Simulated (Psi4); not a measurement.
## Run report: SiNH₃Cl, geometry relaxation (part 1 of 2)

The run: geometry relaxation of SiNH₃Cl, multiplicity 2. Method and program: PBE0/6-31+G*, UKS, dispersion D4 (Psi4 1.11).

The geometry comes from this level: PBE0-D4/def2-TZVP.

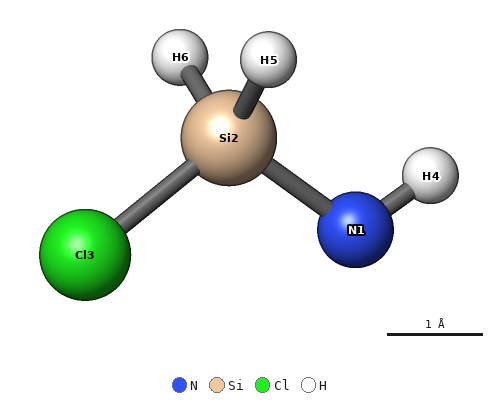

**Figure 1.** The input geometry (ball-and-stick view, seen at a tilt; atoms are numbered from 1 in the order of the input). Bond lengths as drawn: Cl–Si 2.04 Å, H–N 1.02 Å, H–Si 1.48 Å and N–Si 1.74 Å.

Input (run.py)
```python
import numpy as np
from ase.calculators.psi4 import Psi4
from ase.io import read
from ase.optimize import BFGS

mol = read('clh3nsi.xyz')
calc = Psi4(atoms=mol, method='pbe0-d4', basis='6-31+G*', memory='1600MB', num_threads=1, charge=0, multiplicity=2, label='psi4-calc', reference='uks')
mol.calc = calc

opt = BFGS(mol)
done = opt.run(fmax=0.01, steps=40)
print('converged:', done)
for s, p in zip(mol.symbols, mol.positions):
    print(f'{s:2s} {p[0]:12.6f} {p[1]:12.6f} {p[2]:12.6f}')
```

File clh3nsi.xyz
```
6
ClH3NSi
N     -1.120700    -0.619300    -0.515800
Si     0.327700     0.083100     0.143100
Cl     1.532200    -1.405400     0.854900
H     -1.761400     0.086800    -0.887700
H      1.072900     0.808700    -0.916500
H     -0.008600     0.982100     1.275900
```

Command:
```bash
python run.py
```

The program's output
```
gradient() will perform analytic gradient computation.

   => Loading Basis Set <=

    Name: 6-31+G*
    Role: ORBITAL
    Keyword: BASIS

   => PBE0-D4(BJ,EEQ)ATM: Empirical Dispersion <=

        a1 =       0.400856
        a2 =       5.029288
       alp =      16.000000
        s6 =       1.000000
        s8 =       1.200655
        s9 =       1.000000
        ga =       3.000000
        gc =       2.000000
        wf =       6.000000

         ---------------------------------------------------------
                                   SCF
                              UKS Reference
                        1 Threads,   1525 MiB Core
         ---------------------------------------------------------

  ==> Geometry <==

    Molecular point group: c1
    Full point group: C1

    Geometry (in Angstrom), charge = 0, multiplicity = 2:

       Center              X                  Y                   Z               Mass
    ------------   -----------------  -----------------  -----------------  -----------------
         N           -1.710366800476     0.050996226661    -0.847692935236    14.003074004430
         SI          -0.250456575499     0.759452112367    -0.183602532679    27.976926534650
         CL           0.955948606859    -0.740136351214     0.530067697885    34.968852682000
         H           -2.361408144072     0.749880087900    -1.224117415990     1.007825032230
         H            0.496817098832     1.483188263085    -1.245328427959     1.007825032230
         H           -0.587251120954     1.656971104922     0.952399018884     1.007825032230

  Running in c1 symmetry.

  Rotational constants: A =      0.66044  B =      0.13583  C =      0.11744 [cm^-1]
  Rotational constants: A =  19799.63924  B =   4072.18526  C =   3520.64859 [MHz]
  Nuclear repulsion =  139.775272345402868

  Charge       = 0
  Multiplicity = 2
  Electrons    = 41
  Nalpha       = 21
  Nbeta        = 20

  ==> Algorithm <==

  SCF Algorithm Type is DF.
  DIIS enabled.
  MOM disabled.
  Fractional occupation disabled.
  Guess Type is SAD.
  Energy threshold   = 1.00e-08
  Density threshold  = 1.00e-08
  Integral threshold = 1.00e-12

  ==> Primary Basis <==

  Basis Set: 6-31+G*
    Blend: 6-31+G*
    Number of shells: 34
    Number of basis functions: 71
    Number of Cartesian functions: 71
    Spherical Harmonics?: false
    Max angular momentum: 2

  ==> DFT Potential <==

   => LibXC <=

    Version 7.1.2

   => Composite Functional: PBE0-D4BJEEQATM <=

    PBE0-d4bjeeqatm Hyb-GGA Exchange-Correlation Functional

    Deriv               =              1
    GGA                 =           TRUE
    Meta                =          FALSE

    Exchange Hybrid     =           TRUE
    MP2 Hybrid          =          FALSE

   => Exchange Functionals <=

    0.7500   Perdew, Burke & Ernzerhof

   => Exact (HF) Exchange <=

    0.2500               HF

   => Correlation Functionals <=

    1.0000   Perdew, Burke & Ernzerhof

   => LibXC Density Thresholds  <==

    XC_HYB_GGA_XC_PBEH:  1.00E-15

   => Molecular Quadrature <=

    Radial Scheme          =       TREUTLER
    Pruning Scheme         =           NONE
    Nuclear Scheme         =       TREUTLER

    Blocking Scheme        =         OCTREE
    BS radius alpha        =              1
    Pruning alpha          =              1
    Radial Points          =             75
    Spherical Points       =            302
    Total Points           =         131526
    Total Blocks           =           1053
    Max Points             =            256
    Max Functions          =             70
    Weights Tolerance      =       1.00E-15

   => Loading Basis Set <=

    Name: (6-31+G* AUX)
    Role: JKFIT
    Keyword: DF_BASIS_SCF

  ==> Integral Setup <==

  DFHelper Memory: AOs need 0.021 GiB; user supplied 0.884 GiB.
  SCF_SUBTYPE=INCORE selected. In-core MEM_DF algorithm will be used.
  Using in-core AOs.

  ==> MemDFJK: Density-Fitted J/K Matrices <==

    J tasked:                   Yes
    K tasked:                   Yes
    wK tasked:                   No
    Memory [MiB]:               905
    Algorithm:                 Core
    Schwarz Cutoff:           1E-12
    Mask sparsity (%):       0.6348
    Fitting Condition:        1E-10

   => Auxiliary Basis Set <=

  Basis Set: (6-31+G* AUX)
    Blend: HEAVY-AUG-CC-PVDZ-JKFIT
    Number of shells: 135
    Number of basis functions: 476
    Number of Cartesian functions: 476
    Spherical Harmonics?: false
    Max angular momentum: 3

  Cached 100.0% of DFT collocation blocks in 0.234 [GiB].

  Minimum eigenvalue in the overlap matrix is 2.3184253515E-03.
  Reciprocal condition number of the overlap matrix is 3.0105464973E-04.
    Using symmetric orthogonalization.

  ==> Pre-Iterations <==

  SCF Guess: Superposition of Atomic Densities via on-the-fly atomic UHF (no occupation information).

   -------------------------
    Irrep   Nso     Nmo
   -------------------------
     A         71      71
   -------------------------
    Total      71      71
   -------------------------

  ==> Iterations <==

                           Total Energy        Delta E     RMS |[F,P]|

   @DF-UKS iter SAD:  -805.40084563067194   -8.05401e+02   0.00000e+00
   @DF-UKS iter   1:  -805.35260121568660    4.82444e-02   1.27745e-02 DIIS/ADIIS
   @DF-UKS iter   2:  -801.71103682223338    3.64156e+00   2.60743e-02 DIIS/ADIIS
   @DF-UKS iter   3:  -805.83801232884673   -4.12698e+00   2.05226e-03 DIIS/ADIIS
   @DF-UKS iter   4:  -805.86051257244208   -2.25002e-02   1.43816e-03 DIIS/ADIIS
   @DF-UKS iter   5:  -805.86686365603532   -6.35108e-03   6.86936e-04 DIIS/ADIIS
   @DF-UKS iter   6:  -805.86860989851505   -1.74624e-03   2.93907e-04 DIIS/ADIIS
   @DF-UKS iter   7:  -805.86889364785043   -2.83749e-04   6.47853e-05 DIIS
   @DF-UKS iter   8:  -805.86890530578444   -1.16579e-05   2.21712e-05 DIIS
   @DF-UKS iter   9:  -805.86890713334196   -1.82756e-06   7.40546e-06 DIIS
   @DF-UKS iter  10:  -805.86890745942787   -3.26086e-07   2.28585e-06 DIIS
   @DF-UKS iter  11:  -805.86890748261453   -2.31867e-08   7.28739e-07 DIIS
   @DF-UKS iter  12:  -805.86890748470739   -2.09286e-09   1.08093e-07 DIIS
   @DF-UKS iter  13:  -805.86890748478424   -7.68523e-11   3.44490e-08 DIIS
   @DF-UKS iter  14:  -805.86890748478822   -3.97904e-12   6.72161e-09 DIIS
  Energy and wave function converged.

  ==> Post-Iterations <==

   Electrons on quadrature grid:
      Nalpha   =   21.0000024128 ; deviation = 2.413e-06
      Nbeta    =   19.9999943648 ; deviation = -5.635e-06
      Ntotal   =   40.9999967776 ; deviation = -3.222e-06

   @Spin Contamination Metric:   3.950388534E-03
   @S^2 Expected:                7.500000000E-01
   @S^2 Observed:                7.539503885E-01
   @S   Expected:                5.000000000E-01
   @S   Observed:                5.000000000E-01

    Orbital Energies [Eh]
    ---------------------

    Alpha Occupied:

       1A   -101.716818     2A    -66.320374     3A    -14.447981
       4A     -9.533839     5A     -7.267664     6A     -7.261525
       7A     -7.261334     8A     -5.390110     9A     -3.725740
      10A     -3.723786    11A     -3.722738    12A     -0.894538
      13A     -0.852353    14A     -0.570200    15A     -0.474276
      16A     -0.428511    17A     -0.415792    18A     -0.352025
      19A     -0.347998    20A     -0.330026    21A     -0.328602

    Alpha Virtual:

      22A     -0.011829    23A      0.001992    24A      0.014811
      25A      0.039390    26A      0.056196    27A      0.071928
      28A      0.085795    29A      0.106490    30A      0.108207
      31A      0.111951    32A      0.128584    33A      0.137702
      34A      0.147385    35A      0.156547    36A      0.172382
      37A      0.207674    38A      0.243108    39A      0.333563
      40A      0.334042    41A      0.397456    42A      0.475711
      43A      0.525048    44A      0.535187    45A      0.566177
      46A      0.661533    47A      0.672736    48A      0.689850
      49A      0.719190    50A      0.728968    51A      0.804331
      52A      0.866178    53A      0.880210    54A      0.905859
      55A      0.925731    56A      0.944770    57A      0.959593
      58A      0.974492    59A      1.092116    60A      1.124514
      61A      1.166622    62A      1.239484    63A      1.334490
      64A      1.652319    65A      1.774448    66A      1.800588
      67A      2.203060    68A      2.397890    69A      2.959355
      70A      3.756458    71A      4.339172

    Beta Occupied:

       1A   -101.716865     2A    -66.320660     3A    -14.428723
       4A     -9.533886     5A     -7.267747     6A     -7.261595
       7A     -7.261384     8A     -5.390467     9A     -3.726042
      10A     -3.724288    11A     -3.723181    12A     -0.862239
      13A     -0.828219    14A     -0.564246    15A     -0.459736
      16A     -0.413796    17A     -0.410810    18A     -0.345438
      19A     -0.334230    20A     -0.309304

    Beta Virtual:

      21A     -0.139269    22A     -0.009592    23A      0.004259
      24A      0.016520    25A      0.040894    26A      0.057631
      27A      0.072063    28A      0.088195    29A      0.109828
      30A      0.110181    31A      0.130990    32A      0.131918
      33A      0.140160    34A      0.159473    35A      0.164382
      36A      0.176135    37A      0.211729    38A      0.253302
      39A      0.334599    40A      0.334654    41A      0.400675
      42A      0.478131    43A      0.535188    44A      0.536789
      45A      0.566051    46A      0.661807    47A      0.672859
      48A      0.694264    49A      0.720302    50A      0.730138
      51A      0.809470    52A      0.873727    53A      0.880856
      54A      0.929057    55A      0.953111    56A      0.956411
      57A      0.983746    58A      0.985279    59A      1.098255
      60A      1.138115    61A      1.173836    62A      1.267446
      63A      1.339097    64A      1.721952    65A      1.810860
      66A      1.867398    67A      2.256896    68A      2.411264
      69A      2.960603    70A      3.797038    71A      4.339073

    Final Occupation by Irrep:
              A
    DOCC [    20 ]
    SOCC [     1 ]
    NA   [    21 ]
    NB   [    20 ]

  @DF-UKS Final Energy:  -805.86890748478822

   => Energetics <=

    Nuclear Repulsion Energy =            139.7752723454028683
    One-Electron Energy =               -1390.6228952211679371
    Two-Electron Energy =                 487.9155238020918546
    DFT Exchange-Correlation Energy =     -42.9333057379191345
    Empirical Dispersion Energy =          -0.0035026731959056
    VV10 Nonlocal Energy =                  0.0000000000000000
    Total Energy =                       -805.8689074847881102

  UHF NO Occupations:
  HONO-2 :   19  A 1.9996395
  HONO-1 :   20  A 1.9989734
  HONO-0 :   21  A 1.0000000
  LUNO+0 :   22  A 0.0010266
  LUNO+1 :   23  A 0.0003605
  LUNO+2 :   24  A 0.0003118
  LUNO+3 :   25  A 0.0002405

Computation Completed

Properties will be evaluated at   0.000000,   0.000000,   0.000000 [a0]

Properties computed using the SCF density matrix

 Multipole Moments:

 ------------------------------------------------------------------------------------
     Multipole            Electronic (a.u.)      Nuclear  (a.u.)        Total (a.u.)
 ------------------------------------------------------------------------------------

 L = 1.  Multiply by 2.5417464519 to convert [e a0] to [Debye]
 Dipole X            :          2.7945581           -3.1741267           -0.3795686
 Dipole Y            :         -3.2393608            4.3407475            1.1013867
 Dipole Z            :          1.6346182           -1.9089673           -0.2743490
 Magnitude           :                                                    1.1968260

 ------------------------------------------------------------------------------------
```
